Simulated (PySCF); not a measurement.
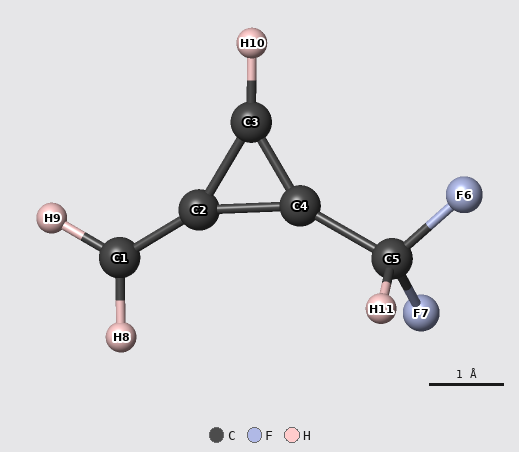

Figure 1. The input geometry of run A (ball-and-stick view, seen at a tilt; atoms are numbered from 1 in the order of the input). Bond lengths as drawn: C–C 1.32 to 1.48 Å, C–F 1.35 Å and C–H 1.09 to 1.11 Å.

**Two runs on C$_{5}$H$_{4}$F$_{2}$**

System: C$_{5}$H$_{4}$F$_{2}$.
Method of run A: GIAO PBE0/6-311+G(2d,p) NMR shielding, non-relativistic, gas phase (PySCF 2.14.0).

The geometry comes from this level: PBE0-D3(BJ)/def2-SVP. Text and figures count atoms from 1; the logs count them from 0 in places.

Input, run A:
```
{"job": {"kind": "nmr", "xc": "PBE0", "basis": "6-311+G(2d,p)", "pop": true}, "charge": 0, "multiplicity": 1}
C     -2.177718     0.068509     0.077730
C     -0.902628     0.408993    -0.086533
C      0.140725     1.344000    -0.422938
C      0.509821     0.128145    -0.064654
C      1.605277    -0.825110     0.224573
F      2.796769    -0.294074    -0.109288
F      1.428501    -1.957816    -0.484841
H     -2.449870    -0.937800     0.399823
H     -2.974950     0.788353    -0.114561
H      0.443163     2.342043    -0.733112
H      1.623881    -1.088358     1.298577
```

The first line tells a small driver script what to run in PySCF; the rest is the geometry in Å.

Launched with:
```bash
OMP_NUM_THREADS=1 python <driver script> task.json out
```

Hardware: 1 CPU thread, shared host.

Output (run A):
```
coarse grid: 10088 points
cycle   1  E = -392.0811369174  dE =  1.278e+00  |g| = 7.524e-01  |ddm| = 7.394e+00
cycle   2  E = -391.9525587839  dE =  1.286e-01  |g| = 1.149e+00  |ddm| = 3.410e+00
cycle   3  E = -392.1860166137  dE = -2.335e-01  |g| = 1.122e-01  |ddm| = 2.364e+00
cycle   4  E = -392.1881603680  dE = -2.144e-03  |g| = 6.324e-02  |ddm| = 4.604e-01
cycle   5  E = -392.1890713605  dE = -9.110e-04  |g| = 1.660e-02  |ddm| = 1.030e-01
cycle   6  E = -392.1891306993  dE = -5.934e-05  |g| = 3.266e-03  |ddm| = 7.734e-02
cycle   7  E = -392.1891328094  dE = -2.110e-06  |g| = 1.503e-03  |ddm| = 9.296e-03
final grid: 100736 points
cycle   8  E = -392.1957901846  dE = -4.438e-05  |g| = 6.041e-03  |ddm| = 1.679e-01
cycle   9  E = -392.1957856248  dE =  4.560e-06  |g| = 7.723e-03  |ddm| = 5.445e-02
cycle  10  E = -392.1957987219  dE = -1.310e-05  |g| = 1.229e-03  |ddm| = 3.109e-02
cycle  11  E = -392.1957990248  dE = -3.029e-07  |g| = 2.718e-04  |ddm| = 1.918e-03
cycle  12  E = -392.1957990397  dE = -1.497e-08  |g| = 1.292e-04  |ddm| = 5.466e-04
cycle  13  E = -392.1957990434  dE = -3.646e-09  |g| = 1.486e-05  |ddm| = 4.267e-04
cycle  14  E = -392.1957990434  dE = -2.979e-11  |g| = 7.626e-06  |ddm| = 8.476e-05
converged SCF energy = -392.1957990434

GIAO shielding tensors (ppm)
atom      isotropic    diamagn.    paramagn.     s11        s22        s33       span
  0 C      123.366     266.243    -142.877     55.396    134.662    180.041    124.645
  1 C       62.853     243.217    -180.364    -54.392     46.384    196.568    250.960
  2 C       50.463     277.614    -227.151    -50.692     15.439    186.643    237.335
  3 C       41.814     256.942    -215.128    -65.289     25.565    165.167    230.456
  4 C       75.397     235.563    -160.166     54.884     72.942     98.365     43.481
  5 F      317.375     435.392    -118.017    215.208    338.727    398.190    182.982
  6 F      309.524     450.868    -141.344    202.218    329.430    396.925    194.707
  7 H       27.734      36.031      -8.297     24.842     27.357     31.002      6.160
  8 H       27.746      32.722      -4.976     24.966     27.167     31.105      6.138
  9 H       23.433      32.176      -8.743     21.208     24.479     24.610      3.402
 10 H       24.884      27.965      -3.080     22.051     24.631     27.971      5.919
```

For run B the input was changed thus:
```diff
-"basis": "6-311+G(2d,p)"
+"basis": "6-31G*"
```

What does this change do to the results?

The total energy of run B is 81.6 kcal/mol higher, which measures the change of basis and not a stability. The HOMO goes from −6.39 to −6.03 eV. The LUMO goes from −1.23 to −0.70 eV. The dipole moment goes from 1.77 to 1.63 D. Of all shieldings, the largest change is that of F7, by +21.2 ppm. Diffuse functions give room to the loosely bound empty orbitals, which lowers the LUMO. The number of SCF iterations is the same. The basis functions go from 213 to 106.

Output (run B):
```
coarse grid: 10088 points
cycle   1  E = -391.9780084104  dE =  1.275e+00  |g| = 7.715e-01  |ddm| = 3.370e+00
cycle   2  E = -391.8533268368  dE =  1.247e-01  |g| = 1.137e+00  |ddm| = 1.510e+00
cycle   3  E = -392.0924904285  dE = -2.392e-01  |g| = 1.188e-01  |ddm| = 9.779e-01
cycle   4  E = -392.0954544222  dE = -2.964e-03  |g| = 5.513e-02  |ddm| = 1.701e-01
cycle   5  E = -392.0961616438  dE = -7.072e-04  |g| = 1.485e-02  |ddm| = 5.576e-02
cycle   6  E = -392.0962146707  dE = -5.303e-05  |g| = 3.142e-03  |ddm| = 1.816e-02
cycle   7  E = -392.0962167755  dE = -2.105e-06  |g| = 1.396e-03  |ddm| = 4.400e-03
final grid: 100736 points
cycle   8  E = -392.0656954609  dE = -2.272e-05  |g| = 7.719e-03  |ddm| = 2.112e-02
cycle   9  E = -392.0656873370  dE =  8.124e-06  |g| = 1.029e-02  |ddm| = 1.749e-02
cycle  10  E = -392.0657089403  dE = -2.160e-05  |g| = 1.181e-03  |ddm| = 1.015e-02
cycle  11  E = -392.0657092709  dE = -3.306e-07  |g| = 2.697e-04  |ddm| = 1.220e-03
cycle  12  E = -392.0657092884  dE = -1.749e-08  |g| = 9.688e-05  |ddm| = 3.736e-04
cycle  13  E = -392.0657092905  dE = -2.087e-09  |g| = 1.973e-05  |ddm| = 1.048e-04
cycle  14  E = -392.0657092905  dE = -6.867e-11  |g| = 1.112e-05  |ddm| = 2.739e-05
converged SCF energy = -392.0657092905

GIAO shielding tensors (ppm)
atom      isotropic    diamagn.    paramagn.     s11        s22        s33       span
  0 C      132.084     266.474    -134.390     69.849    139.787    186.617    116.768
  1 C       82.225     248.134    -165.909    -22.320     63.787    205.207    227.528
  2 C       67.728     265.385    -197.657    -26.287     35.762    193.710    219.997
  3 C       59.006     258.103    -199.096    -40.451     41.437    176.032    216.483
  4 C       86.807     243.059    -156.251     66.391     84.301    109.730     43.339
  5 F      337.929     468.742    -130.813    246.241    352.980    414.567    168.326
  6 F      330.694     469.757    -139.063    231.825    342.147    418.110    186.285
  7 H       28.240      33.033      -4.794     25.217     27.814     31.688      6.472
  8 H       28.266      30.333      -2.067     25.314     27.614     31.871      6.557
  9 H       24.249      28.852      -4.602     22.298     24.964     25.486      3.187
 10 H       25.378      27.513      -2.135     22.657     24.890     28.586      5.929
```

The two runs side by side:

```csv
quantity,run A,run B
outcome,converged,converged
total energy (hartree),−392.195799,−392.065709
HOMO (eV),−6.39,−6.03
LUMO (eV),−1.23,−0.70
dipole moment (D),1.77,1.63
shielding of C1 (ppm),123.4,132.1
shielding of C2 (ppm),62.9,82.2
shielding of C3 (ppm),50.5,67.7
shielding of C4 (ppm),41.8,59.0
shielding of C5 (ppm),75.4,86.8
shielding of F6 (ppm),317.4,337.9
shielding of F7 (ppm),309.5,330.7
SCF iterations,14,14
basis functions,213,106
wall time (shared host),38 s,15 s
```
